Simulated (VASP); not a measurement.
Band structure of TiSe₂ (1T layered). These are LDA (Ceperley-Alder, Perdew-Zunger) with spin-orbit coupling, VASP's LDA PAW potentials (set 64) (plane waves; VASP 6.6.1) values and carry that method's errors.

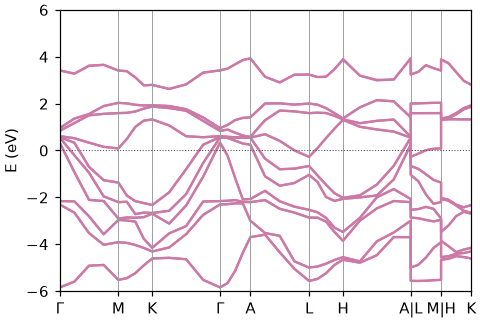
*Bands along high-symmetry lines, zero at the valence-band maximum or, without a gap, the Fermi level*

### Question
Read the plot: is there a gap, and where are the band edges?

### Answer
It has no gap at this level: it comes out as a metal or semimetal.

The compound is TiSe2 in the 1T layered structure. It was relaxed first, which changed the volume by -9 %.
